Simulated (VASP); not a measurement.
Band structure of ZnCl2 (space group Pnnm). Level of theory: PBE GGA, VASP's PBE PAW potentials (set 64) (plane waves; VASP 6.6.1).

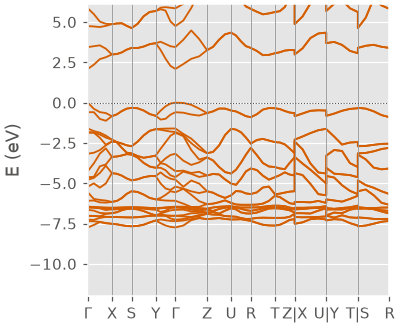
Figure. Bands along high-symmetry lines, zero at the valence-band maximum or, without a gap, the Fermi level

Task: Read the plot: is there a gap, and where are the band edges?

Result: The gap is direct, 2.09 eV, from the valence maximum at Γ to the conduction minimum at Γ.

The structure was generated: ZnCl2 was put into an ordered model structure, which need not be its known phase. The cell was not relaxed at this level.
